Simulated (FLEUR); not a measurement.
# MnHg: two couplings from three orders, and a test

Can a spin model with two couplings foretell the energy of a further order of MnHg?

Main program and level: FLEUR MaX-R8.1; PBEsol; all-electron FLAPW, Dirac cores, scalar-relativistic bands.

## Step 1: Starting point

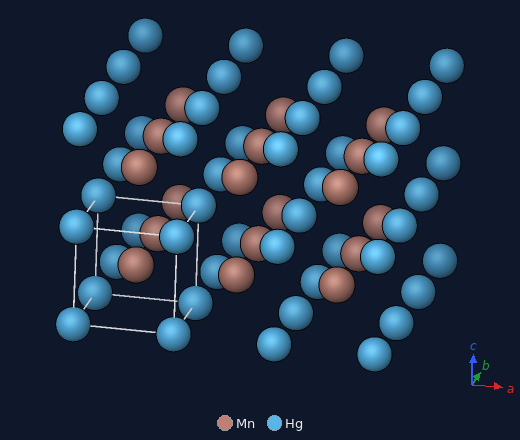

The starting structure, seen slightly off an axis (manganese pink, mercury blue). 3×3×2 cells are drawn. Some periodic images of atoms are drawn too.

Coordinates:

```cif
data_structure
_symmetry_space_group_name_H-M 'P 1'
_symmetry_Int_Tables_number 1
_cell_length_a 3.3150
_cell_length_b 3.3150
_cell_length_c 3.3150
_cell_angle_alpha 90.000
_cell_angle_beta 90.000
_cell_angle_gamma 90.000
_cell_volume 36.43
loop_
_atom_site_label
_atom_site_type_symbol
_atom_site_fract_x
_atom_site_fract_y
_atom_site_fract_z
_atom_site_occupancy
Mn1 Mn 0.50000 0.50000 0.50000 1
Hg2 Hg 0.00000 0.00000 0.00000 1
```

## Step 2: The parallel order

All energies count from this run.

inpgen writes inp.xml from crystal.txt; cutoffs, mixing, functional, smearing and local orbitals are then set in the file. The k list default-1 (kpts.xml, not shown) is a Γ-centred 8×8×8 mesh; where the ranks do not divide the number of points, some are split in two of half the weight.

File inp.xml:

```
<?xml version="1.0" encoding="UTF-8" standalone="no"?>
<fleurInput fleurInputVersion="0.39">
   <comment>
      MnHg
   </comment>
   <calculationSetup>
      <cutoffs Kmax="3.6" Gmax="10.8" GmaxXC="10.8" numbands="0"/>
      <scfLoop itmax="90" minDistance="0.00002" maxIterBroyd="15" imix="Anderson" alpha="0.05" precondParam="0.0" spinf="2.0" sdNocoIR="T"/>
      <coreElectrons ctail="T" frcor="F" kcrel="0" coretail_lmax="0"/>
      <xcFunctional name="PBEs" relativisticCorrections="F"/>
      <magnetism jspins="2"/>
      <soc l_soc="F" theta="0.0" phi="0.0" spav="F"/>
      <expertModes spex="0" secvar="F"/>
      <geometryOptimization l_f="F" forcealpha="1.0" forcemix="BFGS" epsdisp="0.00001" epsforce="0.00001"/>
      <ldaU l_linMix="F" mixParam="0.05" spinf="1.0"/>
   </calculationSetup>
   <cell>
      <bzIntegration valenceElectrons="33.0" mode="hist" fermiSmearingEnergy="0.00110248">
         <kPointListSelection listName="default-1"/>
         <xi:include xmlns:xi="http://www.w3.org/2001/XInclude" href="kpts.xml"> </xi:include>
      </bzIntegration>
      <xi:include xmlns:xi="http://www.w3.org/2001/XInclude" href="sym.xml"> </xi:include>
      <bulkLattice scale="1.0">
         <bravaisMatrix>
            <row-1>    6.2644421030489994     0.0000000000000000     0.0000000000000000</row-1>
            <row-2>    0.0000000000000000     6.2644421030489994     0.0000000000000000</row-2>
            <row-3>    0.0000000000000000     0.0000000000000000     6.2644421030489994</row-3>
         </bravaisMatrix>
      </bulkLattice>
   </cell>
   <atomSpecies>
      <species name="Manganese 3.501" element="Mn" atomicNumber="25">
         <mtSphere radius="2.64" gridPoints="873" logIncrement="0.014"/>
         <atomicCutoffs lmax="10" lnonsphr="8"/>
         <electronConfig flipSpins="F">
            <coreConfig>(1s1/2) (2s1/2) (2p1/2) (2p3/2)</coreConfig>
            <valenceConfig>(3s1/2) (3p1/2) (3p3/2) (4s1/2) (3d3/2) (3d5/2)</valenceConfig>
            <stateOccupation state="(3d3/2)" spinUp="1.2505" spinDown="0.7495"/>
            <stateOccupation state="(3d5/2)" spinUp="3.0" spinDown="0.0"/>
         </electronConfig>
         <energyParameters s="4" p="4" d="3" f="4"/>
         <lo type="SCLO" l="0" n="3" eDeriv="0"/>
         <lo type="SCLO" l="1" n="3" eDeriv="0"/>
      </species>
      <species name="Mercury (Hg)" element="Hg" atomicNumber="80">
         <mtSphere radius="2.64" gridPoints="873" logIncrement="0.015"/>
         <atomicCutoffs lmax="10" lnonsphr="8"/>
         <electronConfig flipSpins="F">
            <coreConfig>(1s1/2) (2s1/2) (2p1/2) (2p3/2) (3s1/2) (3p1/2) (3p3/2) (4s1/2) (3d3/2) (3d5/2) (4p1/2) (4p3/2) (5s1/2) (4d3/2) (4d5/2) (4f5/2) (4f7/2)</coreConfig>
            <valenceConfig>(5p1/2) (5p3/2) (6s1/2) (5d3/2) (5d5/2)</valenceConfig>
         </electronConfig>
         <energyParameters s="6" p="6" d="5" f="5"/>
         <lo type="SCLO" l="1" n="5" eDeriv="0"/>
      </species>
   </atomSpecies>
   <atomGroups>
      <atomGroup species="Manganese 3.501">
         <relPos label="                   1">1.000/2.000 1.000/2.000 1.000/2.000</relPos>
         <force calculate="T" relaxXYZ="TTT"/>
      </atomGroup>
      <atomGroup species="Mercury (Hg)">
         <relPos label="                   2">.0000000000 .0000000000 .0000000000</relPos>
         <force calculate="T" relaxXYZ="TTT"/>
      </atomGroup>
   </atomGroups>
   <output dos="F" band="F" slice="F">
      <bandDOS minEnergy="-.5*Htr" maxEnergy="0.5*Htr" sigma="0.015" storeEVData="T"/>
      <plotting iplot="0" polar="F">
         <plot TwoD="T" vec1="  1.0  0.0  0.0" vec2="  0.0  1.0  0.0" vec3="  0.0  0.0  1.0" zero="  0.0  0.0  0.0" file="plot"/>
      </plotting>
      <moessbauerParams electricFieldGradient="F" isomerShift="F" coreHyperfine="F" valenceHyperfine="F"/>
   </output>
</fleurInput>
```

File crystal.txt:

```
MnHg
&input film=F cartesian=F /
3.31500000000  0.00000000000  0.00000000000
0.00000000000  3.31500000000  0.00000000000
0.00000000000  0.00000000000  3.31500000000
1.8897261246
1.0 1.0 1.0

2
25 0.50000000000  0.50000000000  0.50000000000 : 3.501
80 0.00000000000  0.00000000000  0.00000000000

&kpt div1=8 div2=8 div3=8 gamma=T /
```

Command:

```bash
> OMP_NUM_THREADS=1 inpgen -f crystal.txt > inpgen.log  # inp.xml is then edited as shown
> OMP_NUM_THREADS=1 mpirun -n 2 fleur_MPI > fleur.log
```

What it wrote:

```text
Welcome to FLEUR        (www.flapw.de)
      MaX-Release 8.1          (www.max-centre.eu)

 ========== k-point set info ==========
 Selected k-point list: default-1
 k-point list type: mesh
 0 x 0 x 0
 Number of k points: 36

 [... set-up left out ...]
 Iteration:     1   Distance:      17.62009319 me/bohr^3
 Iteration:     2   Distance:      13.58842431 me/bohr^3
 Iteration:     3   Distance:       8.09668121 me/bohr^3
 Iteration:     4   Distance:       5.21520760 me/bohr^3
 Iteration:     5   Distance:       4.21191769 me/bohr^3
[...]
<sumOfEigenvalues value="   -12781.5021864329">
               <coreElectrons value="-12757.5963958912"/>
               <valenceElectrons value="-23.9057905416"/>
            </sumOfEigenvalues>
         [... left out ...]
            <freeEnergy value="-20813.9580561109"/>
            <extrapolationTo0K value="-20813.9579714234"/>
         </totalEnergy>
         <densityConvergence units="me/bohr^3">
            <chargeDensity spin="1" distance="0.0000046145"/>
            <chargeDensity spin="2" distance="0.0000056444"/>
            <overallChargeDensity distance="0.0000038509"/>
            <spinDensity distance="0.0000095643"/>
         </densityConvergence>
      </iteration>
```

The job ended after 26 s (2 MPI ranks of Arm Neoverse V1, shared host; peak memory 0.16 GiB; 53 s of CPU time).

Spin moment in the muffin-tin sphere by atom:

```tsv
atom	spin moment in the muffin-tin sphere (μB)
Mn1	3.93
Hg2	-0.04
```

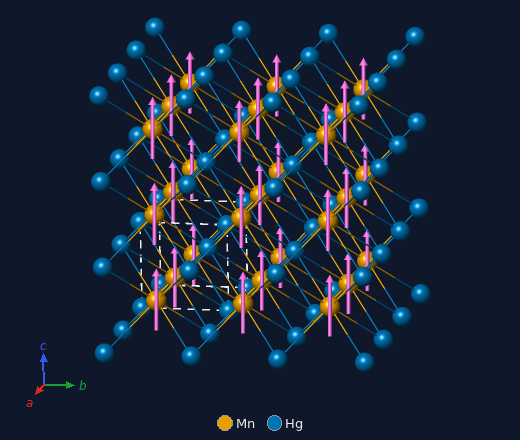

Spin moment in the muffin-tin sphere as arrows, the longest 3.93 μB. Up and down stand for the sign. Arrows give size and sign along the axis of quantisation, drawn up and down the page. 3×3×3 cells are drawn. Some periodic images of atoms are drawn too.

Read from the output:

```yaml
free_energy: -566376.6520 eV
program_s_band_gap_on_this_mesh_in_a_metal_only_a_level_spacing: 0.03908 eV
magnetization: 3.909 μB
final_state: ferromagnetic
```

After 23 cycles the largest moment stands at 3.93 μB.

## Step 3: The orders used for the fit

The other orders were run with the same settings, on meshes that hold the same points. Free energies are divided by the number of Mn atoms; q is in fractions of the reciprocal vectors of the first run's cell.

```tsv
order	atoms	mesh	free energy (eV)	eV per Mn	largest moment (μB)
F +	2	8×8×8	-566376.6520	-566376.6520	3.93
AF q=(0,1/2,1/2) +-	4	8×4×8	-1132753.1677	-566376.5839	3.92
AF q=(0,0,1/2) +-	4	8×8×4	-1132753.3923	-566376.6961	3.93
```

## Step 4: Counting neighbours

With E = −Σ J e_i·e_j over ordered pairs of unit vectors, turning a neighbour from parallel to opposed costs 2J a Mn atom. So an order lies 2 Σ n J over the parallel one, n being the opposed neighbours in each shell.

```tsv
shell	distance (Å)	neighbours	opposed in AF q=(0,1/2,1/2) +-	opposed in AF q=(0,0,1/2) +-	opposed in AF q=(1/2,1/2,1/2) +-
J1	3.31	6	4	2	6
J2	4.69	12	8	8	0
J3	5.74	8	0	8	8
```

Only J1 and J2 are kept.

## Step 5: Solving

```
2 × 4 × J1 + 2 × 8 × J2 = +68.1 meV    (AF q=(0,1/2,1/2) +-)
2 × 2 × J1 + 2 × 8 × J2 = -44.2 meV    (AF q=(0,0,1/2) +-)
J1 = +28.08 meV
J2 = -9.78 meV
```

## Step 6: The test

The couplings now give the orders that were left out:

```
2 × 6 × (+28.08) = +337.0 meV    (AF q=(1/2,1/2,1/2) +-)
```

The runs themselves:

```tsv
order	atoms	mesh	free energy (eV)	eV per Mn	largest moment (μB)	over the parallel order (meV)	foretold (meV)
AF q=(1/2,1/2,1/2) +-	4	4×8×8	-1132753.4810	-566376.7405	3.95	-88.5	+337.0
```

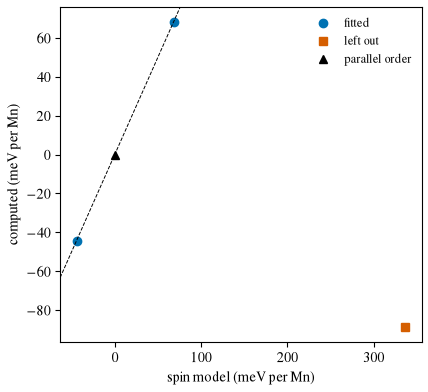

Computed energies of the orders against the model; the dashed line marks agreement.

## Step 7: Outcome

* J1 (Mn–Mn at 3.31 Å): 28.1 meV
* J2 (Mn–Mn at 4.69 Å): -9.78 meV
* largest miss on the orders left out: 425 meV

In words: The model misses the order left out by 425 meV, 481 % of the largest distance from the parallel order, so it fails: these couplings alone don't describe the crystal. The largest moments of the orders differ by 0.54 % of the greatest. Shells that were dropped are folded into the couplings or show in the miss.

[Logs and program files are shortened in this print: banners, set-up blocks, solver, clock and traceback lines can be left out without a mark of their own.]

[Logs are printed without paths, hosts, clocks, repeated set-up lines and the standing remarks that a program may print on its own settings, such as how far it seeks lower states.]

[Hosts, paths, dates, database ids (printed as entryN), source tags and the programs' standing remarks are cut or masked in the printed files.]

[Where a cell is said to come from a database of computed structures, the database is the Materials Project.]
